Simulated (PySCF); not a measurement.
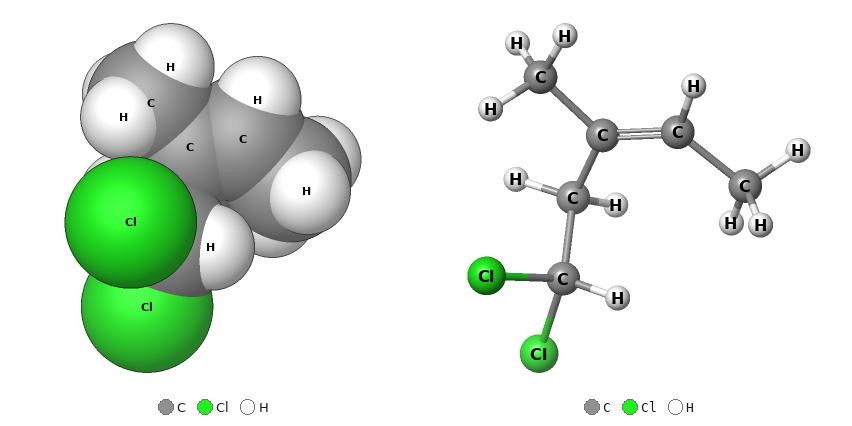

Two views of one molecule.

Computed geometry: GFN2-xTB optimisation. No frequency run is at hand to confirm it as a minimum.

Describe the molecule.

The molecule is C6H10Cl2. Its SMILES string is `C/C=C(/C)CC(Cl)Cl`. It has no ring. Among its groups: alkene, C–Cl bond. The point group is C1. Coordination: 4 C tetrahedral; 2 C trigonal planar.

The parts below concern this one geometry. Atoms keep their numbers from picture to picture.

### NMR shielding

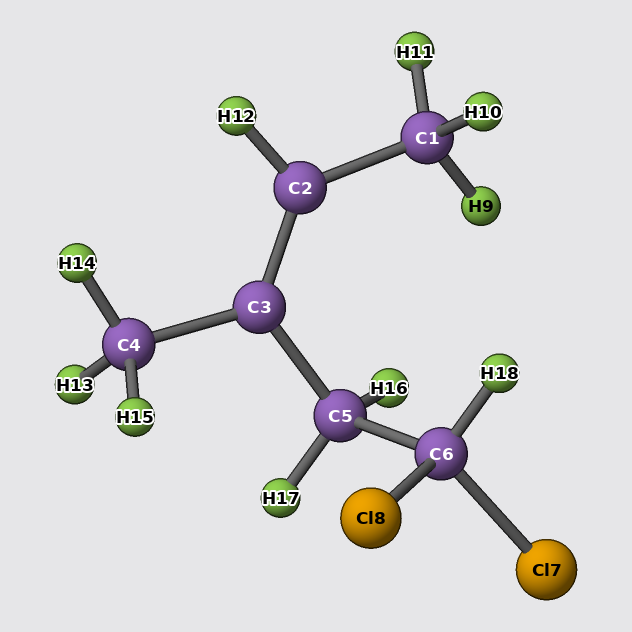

The questions are on isotropic NMR shieldings of the H atoms. No frequency run is at hand to confirm it as a minimum. Properties computed with GIAO PBE0/pcSseg-1 NMR shielding, non-relativistic, gas phase (PySCF 2.14.0).

Which H atom is the most shielded (lowest chemical shift)?

H14 (30.05 ppm).

Which H atom is the least shielded (highest chemical shift)?

H12 (25.92 ppm).

How wide is the range of H shifts?

4.13 ppm.

Give the isotropic NMR shieldings of the H atoms atom by atom.

| atom | σ (ppm) |
| --- | --- |
| H9 | 30.00 |
| H10 | 29.94 |
| H11 | 29.94 |
| H12 | 25.92 |
| H13 | 29.84 |
| H14 | 30.05 |
| H15 | 29.23 |
| H16 | 28.53 |
| H17 | 29.27 |
| H18 | 26.01 |

### Polarisability

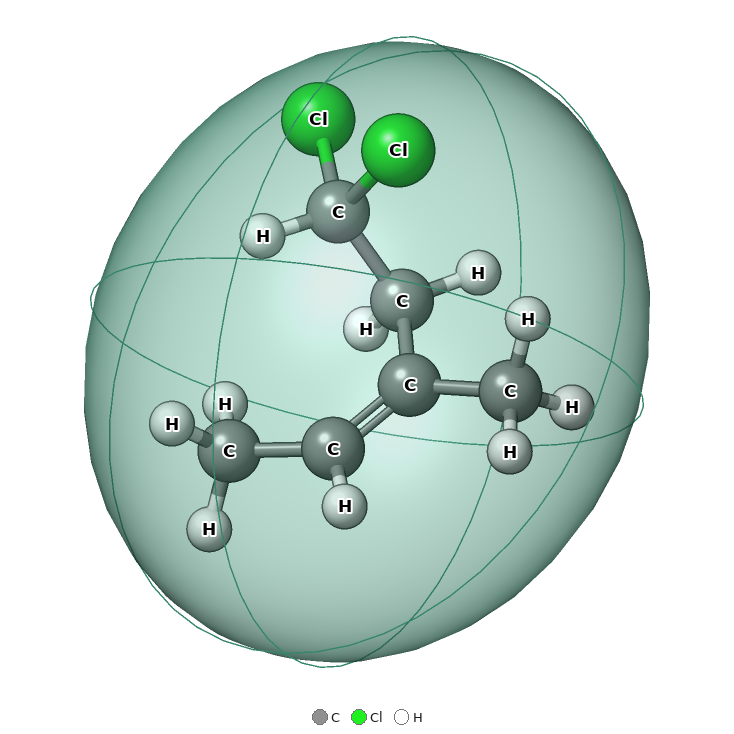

The ellipsoid shows the static dipole polarisability: its half-axes are proportional to the principal values. No frequency run is at hand to confirm it as a minimum. Computed with PBE0/def2-SVPD (PySCF 2.14.0).

How large and how anisotropic is the polarisability?

Principal values 84.0, 106.3, 114.3 bohr³; mean 101.5 bohr³ (15.05 Å³); anisotropy 27.2 bohr³, so the longest axis is 1.36 times the shortest.

### Excitation

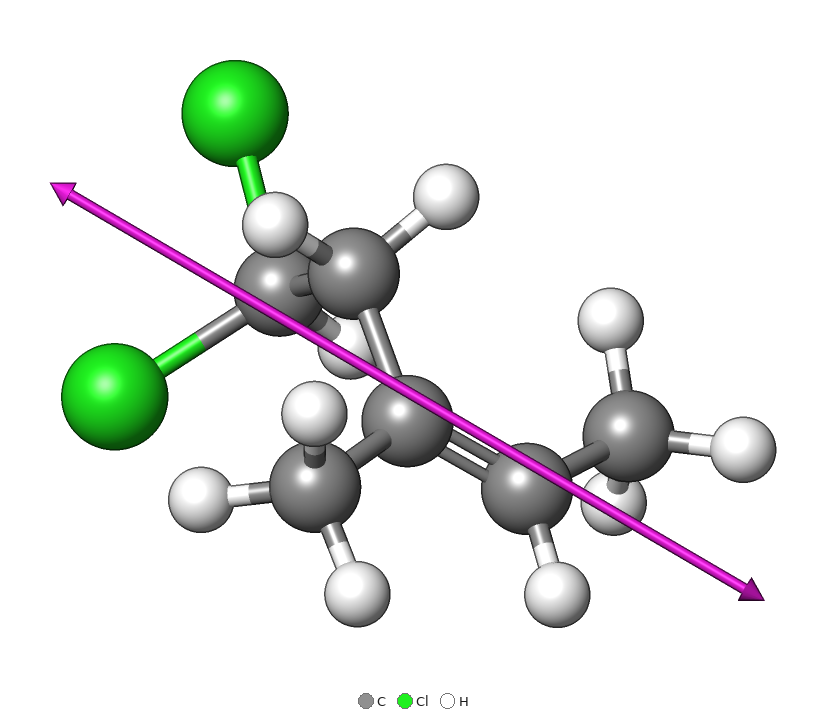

The double arrow shows the direction of the transition dipole to excited singlet state 1 (its length means nothing). No frequency run is at hand to confirm it as a minimum. Properties computed with TDDFT PBE0/def2-SVPD, vertical, gas phase, core orbitals frozen in the response (PySCF 2.14.0).

Where does the transition lie, and how strong is it?

6.04 eV (205 nm), oscillator strength 0.094, mainly HOMO → LUMO (weight 0.89); transition dipole 2.03 D.

### Charges

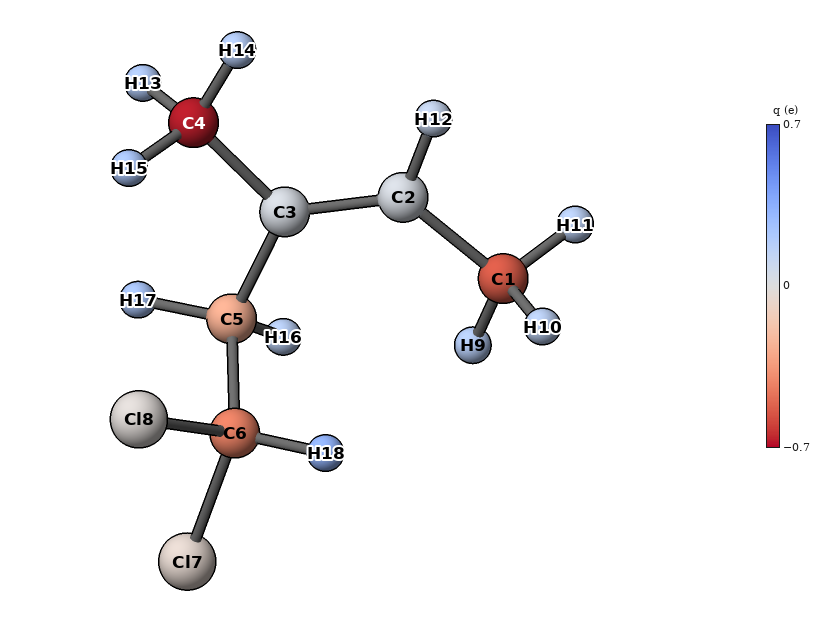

Atoms are coloured by their ESP-fitted charges. No frequency run is at hand to confirm it as a minimum. Method: PBE0/pcSseg-1, gas phase (PySCF 2.14.0).

Which atom carries the highest charge (most positive or least negative)?

H18 (0.31 e).

And the lowest?

C4 (−0.66 e).

List the ESP-fitted charges.

```tsv
atom	value (e)
C1	−0.53
C2	0.03
C3	0.03
C4	−0.66
C5	−0.26
C6	−0.42
Cl7	−0.05
Cl8	−0.02
H9	0.17
H10	0.15
H11	0.15
H12	0.11
H13	0.19
H14	0.18
H15	0.22
H16	0.16
H17	0.22
H18	0.31
```
